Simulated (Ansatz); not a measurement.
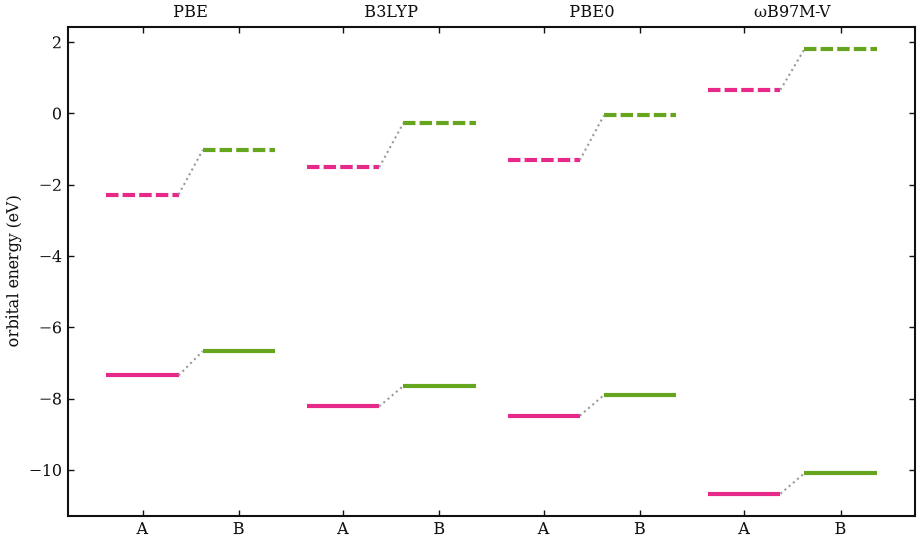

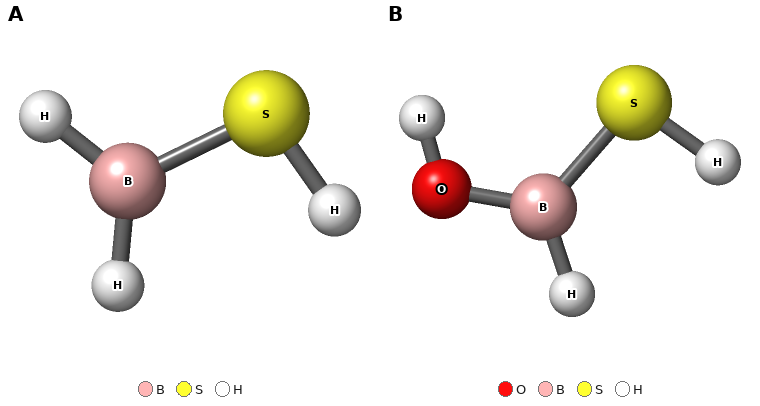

One change: A, BH₃S (SMILES BS), becomes B, BH₃SO (SMILES OBS). H on B is replaced by OH. HOMO (solid) and LUMO (dashed) computed in def2-TZVPP at PBE0-D4/def2-TZVP geometries, both minima by their frequencies, gas phase, the Ansatz code 0.2.0. Empty levels above zero depend strongly on the basis.

**What does the change do to HOMO and LUMO?**

PBE: the HOMO rises by 0.68 eV, the LUMO rises by 1.25 eV, and the separation goes from 5.07 to 5.64 eV. B3LYP: the HOMO rises by 0.57 eV, the LUMO rises by 1.24 eV, and the separation goes from 6.71 to 7.37 eV. PBE0: the HOMO rises by 0.58 eV, the LUMO rises by 1.26 eV, and the separation goes from 7.17 to 7.85 eV. ωB97M-V: the HOMO rises by 0.58 eV, the LUMO rises by 1.15 eV, and the separation goes from 11.33 to 11.90 eV.

**Do the functionals agree on the effect?**

They agree on the direction for both levels; the HOMO shift lies between 0.57 and 0.68 eV and the LUMO shift between 1.15 and 1.26 eV, while the separations themselves differ by up to 6.3 eV between functionals.
